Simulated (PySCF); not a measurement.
**SiNH2BrClF (SMILES N[Si](F)(Cl)Br) at 6 levels**

Wanted: a comparison of 6 runs (HF/STO-3G, wB97X/STO-3G, B3LYP/6-31G*, B2PLYP/cc-pVDZ, B3LYP/def2-SVPD) of SiNH2BrClF. 

The results are computed with PySCF 2.14.0.

**1. The system as given**

SiNH2BrClF has 7 atoms, charge 0, and is taken as a singlet. SMILES: `N[Si](F)(Cl)Br`. The shape is that of a PBE0-D4/def2-TZVP optimisation. This is one conformer, not always the lowest.

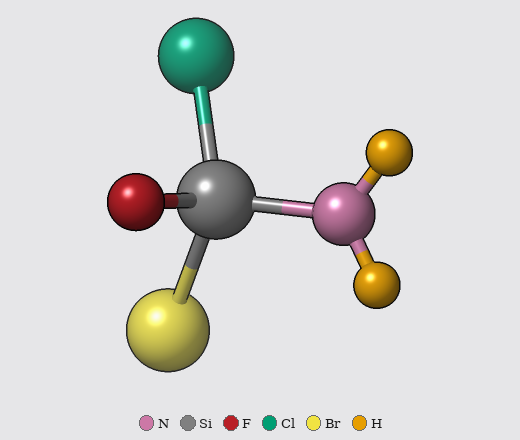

Viewed from a chosen angle; nitrogen pink, silicon grey, fluorine red, chlorine teal, bromine yellow, hydrogen amber.

**2. Energy and forces at HF/STO-3G (run 1)**

The input, job.py:

```python
# N[Si](F)(Cl)Br
import pyscf.grad
from pyscf import gto

mol = gto.Mole()
mol.atom = [
    ('N', (0.804700, -0.380600, 0.652300)),
    ('Si', (-0.391200, 0.141600, -0.399500)),
    ('F', (-0.097000, -0.140000, -1.931600)),
    ('Cl', (-2.114500, -0.843600, 0.018800)),
    ('Br', (-0.611300, 2.318500, -0.235800)),
    ('H', (1.632600, 0.156800, 0.842400)),
    ('H', (0.838300, -1.320500, 1.007800)),
]
mol.max_memory = 1860
mol.charge = 0
mol.basis = 'sto-3g'
mol.spin = 0
mol.verbose = 4
mol.build()

mf = mol.RHF()
mf.conv_tol = 1e-10
mf.kernel()
if not mf.converged:
    mf = mf.newton().run(mf.mo_coeff, mf.mo_occ)

energy = mf.e_tot
print('E(%s) = %.9f' % ('HF', energy))
grad = mf.Gradients().kernel()
dip = mf.dip_moment()
pop, q = mf.mulliken_pop()
```

The run is started by

```console
OMP_NUM_THREADS=1 python job.py
```

Output:

```text
PySCF version 2.14.0

[... 59 lines left out ...]
converged SCF energy = -3437.94082404947
[... 14 lines left out ...]
Dipole moment(X, Y, Z, Debye):  2.91084, -0.83264,  0.50838
[... 56 lines left out ...]
charge of    6H =      0.18849
```

Wall time 6 s (1 thread of Intel Xeon at 2.70GHz, shared host); peak memory 0.12 GiB.

**3. Energy and forces at wB97X/STO-3G (run 2)**

The input, start.xyz:

```xyz
7

N      0.804700    -0.380600     0.652300
Si    -0.391200     0.141600    -0.399500
F     -0.097000    -0.140000    -1.931600
Cl    -2.114500    -0.843600     0.018800
Br    -0.611300     2.318500    -0.235800
H      1.632600     0.156800     0.842400
H      0.838300    -1.320500     1.007800
```

The input, input.py:

```python
from pyscf import gto, dft

molecule = gto.M(
    atom='start.xyz',
    spin=0,
    max_memory=1860,
    basis='sto-3g',
    verbose=4,
)

mf = dft.RKS(molecule, xc='wb97x')
mf.conv_tol = 1e-10
mf.grids.level = 5
mf.kernel()
if not mf.converged:
    mf = mf.newton().run(mf.mo_coeff, mf.mo_occ)

etot = mf.e_tot
print('E(%s) = %.9f' % ('WB97X', etot))
grad = mf.nuc_grad_method().kernel()
mf.analyze()
```

The run is started by

```console
OMP_NUM_THREADS=1 python input.py
```

Output:

```text
PySCF version 2.14.0

[... 94 lines left out ...]
Two-electron Energy =                 1891.692701011499594
[... 11 lines left out ...]
MO #8   energy= -24.4078224019763  occ= 2
[... 9 lines left out ...]
MO #18  energy= -5.34437169664329  occ= 2
[... 9 lines left out ...]
MO #28  energy= -0.958037191342856 occ= 2
[... 9 lines left out ...]
MO #38  energy= -0.347787734763096 occ= 2
[... 9 lines left out ...]
MO #48  energy= 0.586836397195974  occ= 0
[... 58 lines left out ...]
Dipole moment(X, Y, Z, Debye):  3.08759, -0.91100,  0.26652
```

Run time: 24 s. Hardware: 1 thread of Intel Xeon at 2.70GHz, shared host; peak memory 0.51 GiB.

Runs 3 to 5 aren't shown in full; the table further down has their settings and results.

**4. Energy and gradient at B3LYP/def2-SVPD (run 6)**

The input, job.py:

```python
# N[Si](F)(Cl)Br
from pyscf import gto, dft

molecule = gto.M(
    atom=[
    ('N', (0.804700, -0.380600, 0.652300)),
    ('Si', (-0.391200, 0.141600, -0.399500)),
    ('F', (-0.097000, -0.140000, -1.931600)),
    ('Cl', (-2.114500, -0.843600, 0.018800)),
    ('Br', (-0.611300, 2.318500, -0.235800)),
    ('H', (1.632600, 0.156800, 0.842400)),
    ('H', (0.838300, -1.320500, 1.007800)),
],
    max_memory=1860,
    basis='def2-svpd',
    verbose=3,
    spin=0,
)

myscf = dft.RKS(molecule, xc='b3lyp')
myscf.grids.level = 5
myscf.conv_tol = 1e-10
myscf.kernel()
if not myscf.converged:
    myscf = myscf.newton().run(myscf.mo_coeff, myscf.mo_occ)

e_final = myscf.e_tot
print('E = %.10f Eh' % e_final)
grad = myscf.nuc_grad_method().kernel()
dip = myscf.dip_moment()
pop, q = myscf.mulliken_pop()
```

The run is started by

```console
OMP_NUM_THREADS=1 python job.py
```

Output:

```text
converged SCF energy = -3479.25795832469
[... 11 lines left out ...]
Dipole moment(X, Y, Z, Debye):  1.82837, -0.74237,  1.66930
[... 159 lines left out ...]
charge of    6H =     -0.06159
```

Wall time 80 s (1 thread of Intel Xeon at 2.70GHz, shared host); peak memory 1.8 GiB.

**5. The series**

| run | level | integration grid | task | energy (Eh) | dipole moment (D) | HOMO energy (eV) | LUMO energy (eV) | wall time |
| --- | --- | --- | --- | --- | --- | --- | --- | --- |
| 1 | HF/STO-3G | – | gradient | -3437.940824 | 3.07 | -9.21 | 7.97 | 6 s |
| 2 | wB97X/STO-3G | 5 | gradient | -3441.132896 | 3.23 | -7.86 | 5.92 | 24 s |
| 3 | B3LYP/6-31G* (spherical functions) | 5 | gradient | -3479.543643 | 2.94 | -7.96 | 0.09 | 53 s |
| 4 | B2PLYP/cc-pVDZ | 5 | energy | -3478.986628 | 2.85 | -9.51 | 1.88 | 29 s |
| 5 | B3LYP/6-31G* (Cartesian functions) | 5 | gradient | -3479.559515 | 2.93 | -7.96 | 0.08 | 56 s |
| 6 | B3LYP/def2-SVPD | 5 | gradient | -3479.257958 | 2.58 | -8.22 | -0.56 | 80 s |

**6. Results**

```
                       quantity           value
            run 6: total energy  -3479.25796 Eh
           run 6: dipole moment          2.58 D
             run 6: HOMO energy        -8.22 eV
             run 6: LUMO energy        -0.56 eV
           run 6: HOMO–LUMO gap         7.66 eV
run 6: largest force on an atom      1.590 eV/Å
```

In words: The dipole moment (its size) runs from 2.58 D (B3LYP/def2-SVPD) to 3.23 D (wB97X/STO-3G). The two ends differ in method and basis. The HOMO–LUMO gap runs from 7.66 eV (B3LYP/def2-SVPD) to 17.18 eV (HF/STO-3G). Totals of different functionals can't be ranked against each other. In runs 1, 2 the basis is minimal, so the values are rough. All runs together took 4.1 min, the longest 80 s.
